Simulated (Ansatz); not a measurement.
## Electronic structure of ClFH₃Si₃ (charge +1) in real space

```xyz
8

Cl   -1.0878   -3.0812   -0.2608
F    -3.5815   -0.1688    1.1239
Si   -2.0588   -0.0376    1.5868
Si    0.0764    0.4143    0.0662
Si   -0.5101   -1.5859    0.9668
H    -1.8896    0.8957    2.7269
H     0.6630    1.3760    1.0432
H     0.3259    0.6962   -1.3713
```

Geometry: PBE0-D3(BJ)/def2-SVP.

All numbers below come from Ansatz, isolated molecule in a Gaussian basis; Kohn-Sham density functional theory, functional PBE0.

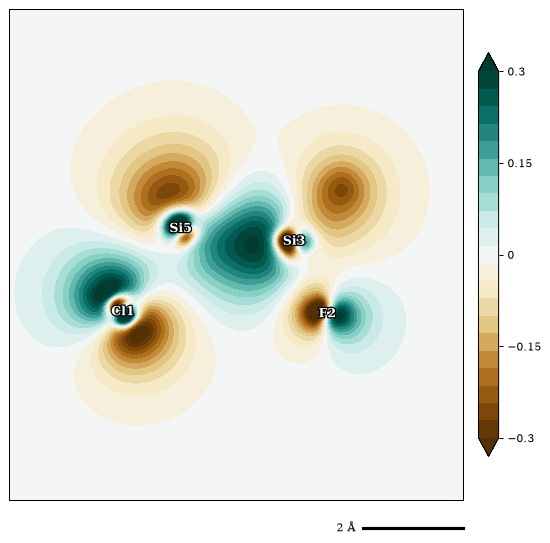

Figure 1. The HOMO−1 on the plane of atoms Cl1, Si5 and Si3 (values in Å⁻³ᐟ²; the overall sign is arbitrary).

**Where does this orbital lie, and at what energy?**

Its weight (Hirshfeld) is mainly on Si5 (about 25 %), Si4 (about 25 %), Cl1 (about 20 %), Si3 (about 20 %) and H6 (about 5 %). Its energy is −13.00 eV.

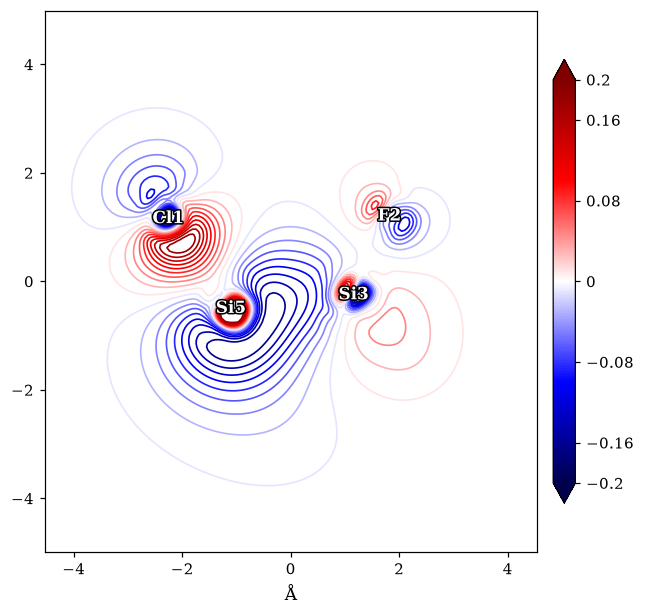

Figure 2. One frontier orbital on the plane of atoms F2, Si3 and Si5 (values in Å⁻³ᐟ²; the overall sign is arbitrary).

**Which orbital is it: HOMO or LUMO?**

The HOMO, at −12.76 eV. By Hirshfeld shares it lies mainly on Si5 (about 30 %), Si3 (about 25 %), Si4 (about 25 %) and Cl1 (about 15 %).
